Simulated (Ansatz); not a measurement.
# C2H3NSi: molecular dynamics, part 2 of 2

Purpose: to follow the molecule's vibrations and see whether its bonds hold. The start is relaxed first. Runs: 150 steps of 0.5 fs under a Langevin thermostat, set from 1000 K to 250 K by a schedule; 150 steps of 0.5 fs under a Langevin thermostat at 400 K. SMILES of the start: [SiH2]=C1C=N1.

Ansatz 0.2.0; RKS PBE0/cc-pVDZ. Earlier steps stand in the parts before.

## (6) Frames from the trajectory

Positions (Å) and forces (eV/Å):

```xyz
7
time_fs=9.5 T=363 dE=0.4877
Si   -0.505    1.270   -0.612    0.675   -1.067   -0.220
C     0.050   -0.238    0.072   -0.181   -0.730   -1.164
C     0.905   -1.181    0.576    1.926   -0.137    1.274
N     0.330   -1.694   -0.441   -0.166    1.049    0.579
H    -1.408    0.808   -1.692   -0.650    0.659   -0.038
H    -0.624    2.162    0.534   -0.595    0.755    0.184
H     1.778   -1.280    1.286   -1.010   -0.528   -0.616
7
time_fs=19.0 T=576 dE=0.3044
Si   -0.478    1.260   -0.615   -1.137    0.722   -0.445
C     0.040   -0.241    0.105    0.330   -0.777   -0.315
C     0.956   -1.209    0.525    1.802   -0.422    1.912
N     0.248   -1.665   -0.419   -0.207    0.530   -0.239
H    -1.482    0.966   -1.770    0.448    0.326    0.824
H    -0.893    2.424    0.338    0.384   -0.848   -0.587
H     1.844   -1.526    1.205   -1.620    0.467   -1.150
7
time_fs=28.0 T=199 dE=0.6323
Si   -0.465    1.263   -0.625    0.625   -0.358   -0.107
C     0.050   -0.295    0.122   -0.473    2.076   -0.087
C     1.017   -1.244    0.490    1.031   -1.499    1.422
N     0.167   -1.609   -0.392    0.392   -1.172   -0.605
H    -1.541    1.235   -1.600   -0.633   -0.879   -0.851
H    -1.019    2.418    0.062    0.390    0.603    1.278
H     1.839   -1.782    1.107   -1.332    1.229   -1.050
7
time_fs=37.5 T=572 dE=0.3314
Si   -0.452    1.265   -0.648   -0.700    0.039    0.044
C     0.055   -0.263    0.143    1.105   -0.196   -0.178
C     1.022   -1.304    0.444    0.414    0.444    1.415
N     0.106   -1.611   -0.374   -0.154   -0.836   -0.664
H    -1.651    0.994   -1.610    0.582    0.169    0.744
H    -0.727    2.409    0.337    0.172   -0.492   -0.382
H     1.898   -1.795    1.013   -1.419    0.872   -0.979
7
time_fs=47.0 T=451 dE=0.4819
Si   -0.441    1.259   -0.667    1.137   -0.306    1.259
C     0.124   -0.233    0.150   -0.596   -0.214   -1.672
C     0.965   -1.288    0.417    1.965   -0.930    0.778
N     0.043   -1.664   -0.375    0.015    0.557    0.440
H    -1.664    0.775   -1.342   -0.722    0.451    0.081
H    -0.303    2.168    0.557   -0.679    0.226   -0.652
H     1.942   -1.657    0.843   -1.119    0.216   -0.234
7
time_fs=56.0 T=683 dE=0.2807
Si   -0.417    1.242   -0.663   -1.201    0.613   -0.344
C     0.164   -0.223    0.073   -0.767   -1.456   -0.826
C     0.954   -1.287    0.408    0.086   -0.960   -0.581
N    -0.011   -1.687   -0.355    0.973    1.255    1.204
H    -1.907    0.963   -0.936    0.594    0.167   -0.081
H    -0.321    2.189    0.455    0.110    0.715    0.305
H     1.875   -1.640    0.850    0.206   -0.334    0.322
7
time_fs=65.5 T=591 dE=0.3907
Si   -0.415    1.252   -0.661   -1.192    2.120    0.471
C     0.155   -0.289   -0.059    0.466    0.406    0.947
C     0.986   -1.338    0.387   -0.998    1.309   -0.659
N    -0.039   -1.659   -0.291   -0.732   -1.551   -0.522
H    -1.949    1.275   -0.577    0.465   -0.525   -0.536
H    -0.226    2.520    0.257    0.601   -1.044   -0.453
H     1.752   -1.789    0.942    1.390   -0.714    0.751
7
time_fs=75.0 T=555 dE=0.3973
Si   -0.439    1.308   -0.652    1.599   -1.457   -0.121
C     0.166   -0.316   -0.139    0.650    0.901    0.588
C     1.024   -1.365    0.376   -4.321    1.519   -2.700
N    -0.089   -1.697   -0.243    1.240   -0.363    0.882
H    -1.880    1.237   -0.649   -0.914    0.204   -0.026
H     0.348    2.415   -0.059   -0.182    0.138    0.300
H     1.719   -1.912    0.912    1.930   -0.942    1.076
```

On run 1: The set-point goes from 1000 to 250 K in 75 fs, and the last tenth of the run averages 610 K. Such a rate, of order 10^16 K/s, is far beyond any furnace or quench, and the atoms lag the set-point. The bonding pattern survives the run.

## (7) Run 2

150 steps of 0.5 fs under a Langevin thermostat at 400 K, starting from the last frame of an earlier run, with new velocities.

Input file input.yaml:

```yaml
crystal:
  periodic: [false, false, false]
  atoms:
    - { symbol: Si, position_ang: [-0.439089, 1.307912, -0.652244] }
    - { symbol: C, position_ang: [0.165774, -0.315817, -0.138509] }
    - { symbol: C, position_ang: [1.024298, -1.365549, 0.375539] }
    - { symbol: "N", position_ang: [-0.08941, -1.696555, -0.242826] }
    - { symbol: H, position_ang: [-1.880113, 1.236717, -0.64899] }
    - { symbol: H, position_ang: [0.347749, 2.415338, -0.058942] }
    - { symbol: H, position_ang: [1.718963, -1.911666, 0.912035] }
basis:
  gaussian: { orbitals: cc-pVDZ }
hamiltonian:
  xc: pbe0
md:
  timestep: 0.5
  n_steps: 150
  ensemble: nvt_langevin
  temperature: 400.0
  initial_velocities: maxwell_boltzmann
  seed: 416068
  friction: 0.001
scf:
  lower_state_search: "off"
```

Launch:

```bash
$ ansatz run input.yaml --threads 1 --pin off --max-ram 2048MiB --backend cpu --events-out ev --progress --plain --runs-dir out
```

The program printed, cut to the lines that bear on the results:

```text
Warning: RAYON_NUM_THREADS=1 ignored (pool sized by the plan → 1); use --threads N
[...]
Functional definition: PBE0
[...]
818 factors; integrals over basis functions are off by at most 4.4e-4 eV
[...]
mean field -11478.31297426 eV, -421.8202215242 hartree, gradient 3.6e-6 eV, S^2 0.000000; 0 other end points of the search recorded, 0 dependent functions left out
[...]
reference -11478.31299740 eV, -421.8202223743 hartree; 18, 18 occupied and 57, 57 virtual orbitals, 818 factors
md step     0: t =     0.00 fs  T =   342.9 K  F+E_penalty+E_count = -11478.31297426 eV  E_kin = 0.310224 eV  (16 SCF iters)
[...]
md step    18: t =     9.00 fs  T =   280.9 K  F+E_penalty+E_count = -11478.27944073 eV  E_kin = 0.254126 eV  (22 SCF iters)
[...]
md step    36: t =    18.00 fs  T =   559.0 K  F+E_penalty+E_count = -11478.52240857 eV  E_kin = 0.505823 eV  (23 SCF iters)
[...]
md step    54: t =    27.00 fs  T =   418.4 K  F+E_penalty+E_count = -11478.40800579 eV  E_kin = 0.378536 eV  (23 SCF iters)
[...]
md step    72: t =    36.00 fs  T =   410.1 K  F+E_penalty+E_count = -11478.42936215 eV  E_kin = 0.371105 eV  (23 SCF iters)
md step    73: t =    36.50 fs  T =   417.5 K  F+E_penalty+E_count = -11478.43837151 eV  E_kin = 0.377765 eV  (23 SCF iters)
md step    74: t =    37.00 fs  T =   419.0 K  F+E_penalty+E_count = -11478.45163847 eV  E_kin = 0.379121 eV  (23 SCF iters)
```

## (8) More of the same log: dynamics from the last frame of an earlier run

The log, continued, cut to the lines that bear on the results:

```text
md step    75: t =    37.50 fs  T =   433.6 K  F+E_penalty+E_count = -11478.46509891 eV  E_kin = 0.392345 eV  (24 SCF iters)
[...]
md step    94: t =    47.00 fs  T =   238.9 K  F+E_penalty+E_count = -11478.25200572 eV  E_kin = 0.216135 eV  (23 SCF iters)
[...]
md step   113: t =    56.50 fs  T =   425.3 K  F+E_penalty+E_count = -11478.41454242 eV  E_kin = 0.384776 eV  (23 SCF iters)
[...]
md step   132: t =    66.00 fs  T =   259.9 K  F+E_penalty+E_count = -11478.27088461 eV  E_kin = 0.235147 eV  (25 SCF iters)
[...]
md step   149: t =    74.50 fs  T =   585.8 K  F+E_penalty+E_count = -11478.55706851 eV  E_kin = 0.530055 eV  (23 SCF iters)
[...]
md step   150: t =    75.00 fs  T =   544.4 K  F+E_penalty+E_count = -11478.53004991 eV  E_kin = 0.492607 eV  (23 SCF iters)
Total energy: -11478.53007284 eV, -421.8281997498 hartree
Atom 0 at    -0.569803     1.266941    -0.669904 Å, force     0.162033     0.518121     0.015497 eV/Å
Atom 1 at    -0.017199    -0.286938    -0.074607 Å, force     1.736562    -1.097014     0.603311 eV/Å
Atom 2 at     1.007453    -1.092854     0.520183 Å, force    -0.801404     0.443194     0.434954 eV/Å
Atom 3 at     0.255591    -1.673377    -0.347926 Å, force     0.115844    -0.293085     0.220683 eV/Å
Atom 4 at    -1.998561     1.073805    -0.909548 Å, force    -0.717218     0.074688    -0.369367 eV/Å
Atom 5 at    -0.345074     2.188428     0.481338 Å, force    -0.047801     0.219413     0.137446 eV/Å
Atom 6 at     1.752345    -1.321486     1.327492 Å, force    -0.448016     0.134683    -1.042523 eV/Å
Dipole moment:     0.402264    -0.138445     0.376677 e Å
Checks for a lower state left out: stability, starts, cluster_reference, orbital_swaps, neighbouring_geometries, increment
```

Run time: 10 min. Hardware: 1 thread of AMD EPYC (Zen 3), shared host; peak memory 0.14 GiB.

## (9) The trajectory

The trajectory, every 11 steps (energies from step 0):

```
time (fs)  T (K)  potential energy change (meV/atom)
      0.0    343                                 0.0
      5.5    271                                 8.0
     11.0    425                               -13.6
     16.5    503                               -24.0
     22.0    406                               -12.7
     27.5    453                               -17.2
     33.0    423                               -17.8
     38.5    439                               -22.7
     44.0    220                                 8.1
     49.5    441                               -17.1
     55.0    447                               -17.3
     60.5    516                               -25.2
     66.0    260                                 6.0
     71.5    511                               -25.6
     75.0    544                               -31.0
```

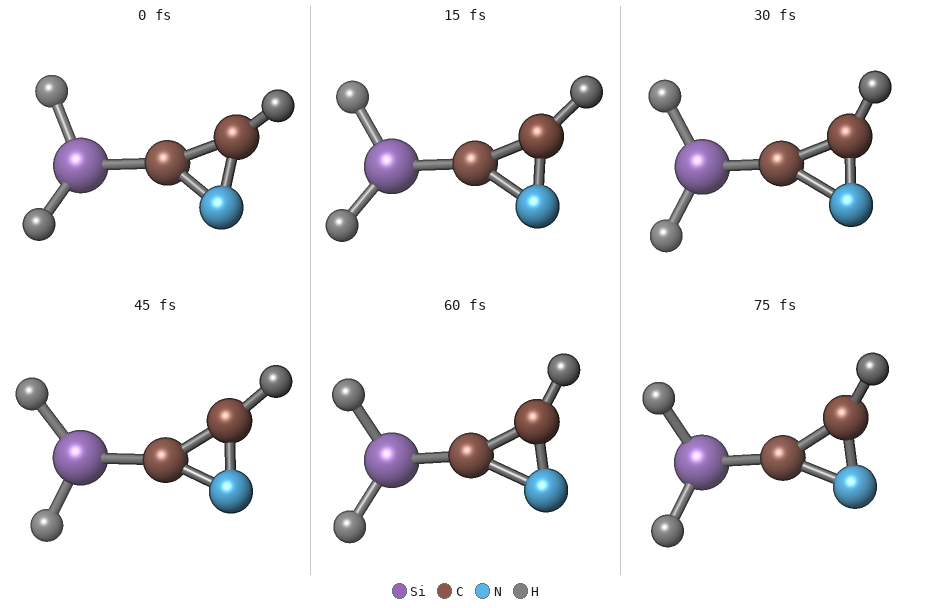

The system at six times, viewed from a chosen angle. Sticks join atoms within a bonding distance in each frame.

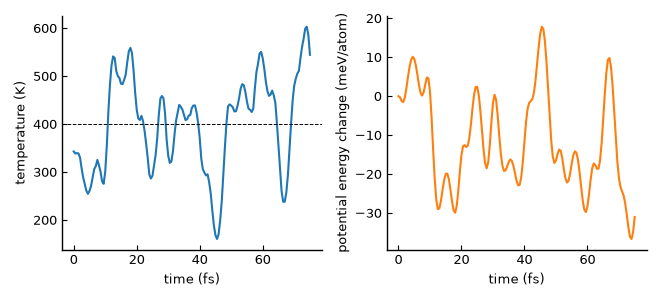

Time series of the run, each on its own scale. The dashed line is the set temperature.

## (10) Frames from the trajectory

Extended XYZ, with forces in eV/Å:

```xyz
7
time_fs=9.5 T=275 dE=0.0323
Si   -0.447    1.292   -0.644   -0.950   -0.390   -0.135
C     0.126   -0.309   -0.175    1.253    0.398    1.432
C     1.002   -1.351    0.405   -1.765    3.177   -1.710
N    -0.009   -1.713   -0.242   -1.859   -1.669   -0.876
H    -2.003    1.401   -0.765    1.215   -0.163   -0.105
H     0.214    2.529   -0.106    0.006   -0.373    0.148
H     1.804   -1.797    0.869    2.100   -0.980    1.246
7
time_fs=19.0 T=512 dE=-0.1691
Si   -0.456    1.264   -0.634    0.518    0.520    0.162
C     0.158   -0.263   -0.127   -1.317   -0.501   -0.276
C     0.973   -1.234    0.381   -1.561   -1.360   -1.796
N    -0.004   -1.807   -0.270    1.327    2.076    1.167
H    -1.855    1.453   -1.012   -0.452   -0.180   -0.259
H     0.149    2.447    0.047    0.047   -0.086   -0.005
H     1.884   -1.528    0.807    1.438   -0.469    1.007
7
time_fs=28.0 T=459 dE=-0.1296
Si   -0.465    1.258   -0.626   -0.384    0.950   -0.393
C     0.106   -0.234   -0.107   -0.600   -1.897   -0.439
C     0.975   -1.203    0.321    1.441    0.202    1.340
N     0.035   -1.815   -0.255   -0.403    0.836   -0.407
H    -1.766    1.375   -1.325   -0.103    0.107    0.070
H     0.101    2.345    0.195   -0.040    0.400   -0.054
H     1.893   -1.301    0.903    0.089   -0.598   -0.117
7
time_fs=37.5 T=434 dE=-0.1521
Si   -0.485    1.280   -0.624   -0.550   -0.328   -0.642
C     0.016   -0.309   -0.115    0.979    0.249    0.096
C     1.044   -1.191    0.331   -0.066    0.094    1.306
N     0.066   -1.771   -0.251    0.244   -0.100   -0.380
H    -1.678    1.357   -1.605    0.543    0.129    0.884
H    -0.051    2.442    0.230   -0.129   -0.294   -0.283
H     1.953   -1.450    0.961   -1.021    0.250   -0.982
7
time_fs=47.0 T=239 dE=0.0610
Si   -0.510    1.295   -0.635    0.971   -1.647    0.189
C    -0.018   -0.361   -0.108    0.153    3.298    0.168
C     1.053   -1.152    0.387    0.685   -1.893    0.419
N     0.117   -1.743   -0.272    0.183   -1.113   -0.417
H    -1.645    1.462   -1.511   -0.931   -0.083   -0.331
H    -0.221    2.457    0.215    0.250    0.066    0.380
H     1.987   -1.648    0.838   -1.311    1.371   -0.408
7
time_fs=56.0 T=430 dE=-0.0991
Si   -0.524    1.274   -0.649   -0.757    0.954   -0.280
C    -0.030   -0.263   -0.080    1.871   -2.779    0.878
C     1.001   -1.169    0.422    1.955    2.029    1.052
N     0.182   -1.759   -0.306   -1.505   -0.130   -1.080
H    -1.857    1.454   -1.357    0.381   -0.212    0.214
H    -0.257    2.354    0.356    0.086   -0.056   -0.137
H     2.043   -1.345    0.913   -2.031    0.195   -0.648
7
time_fs=65.5 T=310 dE=0.0035
Si   -0.545    1.268   -0.667   -0.141    0.092    0.379
C     0.039   -0.284   -0.022   -3.380    1.637   -2.522
C     0.956   -1.085    0.458    3.673   -2.362    1.834
N     0.201   -1.758   -0.363    0.648    1.340    1.260
H    -2.001    1.290   -1.117    0.475   -0.111    0.142
H    -0.239    2.214    0.469   -0.208    0.087   -0.190
H     1.869   -1.075    1.137   -1.067   -0.682   -0.903
7
time_fs=75.0 T=544 dE=-0.2171
Si   -0.570    1.267   -0.670    0.162    0.518    0.015
C    -0.017   -0.287   -0.075    1.737   -1.097    0.603
C     1.008   -1.093    0.520   -0.801    0.443    0.435
N     0.256   -1.673   -0.348    0.116   -0.293    0.221
H    -1.999    1.074   -0.909   -0.717    0.075   -0.369
H    -0.345    2.188    0.481   -0.048    0.219    0.137
H     1.752   -1.321    1.327   -0.448    0.135   -1.042
```

Reading of run 2. Against a set 400 K the second half averages 408 K with a spread of 112 K. The bonds all hold.

## (11) Results

The summary covers parts 1 to 2.

| quantity | value |
| --- | --- |
| relaxation of the start | 7 moves, 0.202 eV lower |
| run 1: length | 150 steps of 0.5 fs |
| run 1: temperature, first and last step | 857 and 555 K |
| run 1: temperature, second half | mean 563 K, from 359 to 712 K |
| run 1: potential energy, second half | +55 meV/atom from this run's first step |
| run 1: bonds formed or broken | 0 |
| run 2: length | 150 steps of 0.5 fs |
| run 2: temperature, first and last step | 343 and 544 K |
| run 2: temperature, second half | mean 408 K, from 160 to 603 K |
| run 2: potential energy, second half | -13 meV/atom from this run's first step |
| run 2: bonds formed or broken | 0 |

Mean temperatures of the second halves: 563 K, 408 K. No bond formed or broke in any run. Averages from a run of 75 fs with 7 atoms are rough. The nuclei move classically, without zero-point motion, which matters most for hydrogen.
